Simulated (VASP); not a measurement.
Band structure of GaIn3As4 (ordered alloy cell). Level of theory: PBE GGA, VASP's PBE PAW potentials (set 64) (plane waves; VASP).

Unless said otherwise, spin-orbit coupling is left out, though it shifts the bands of the heavy elements here.

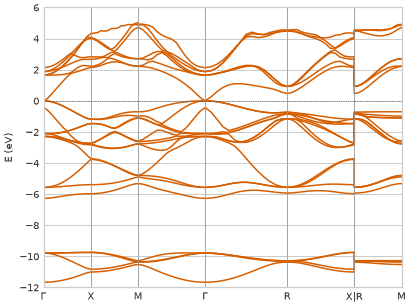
Fig. 1. Bands along high-symmetry lines, zero at the valence-band maximum or, without a gap, the Fermi level

Question: Read the plot: is there a gap, and where are the band edges?

Answer: It has no gap at this level: it comes out as a metal or semimetal. (Edges off the drawn lines would not show.)

The structure was generated: GaIn3As4 was put into an ordered model structure (P-43m), which need not be its known phase. It was relaxed first, which changed the volume by +6 %.
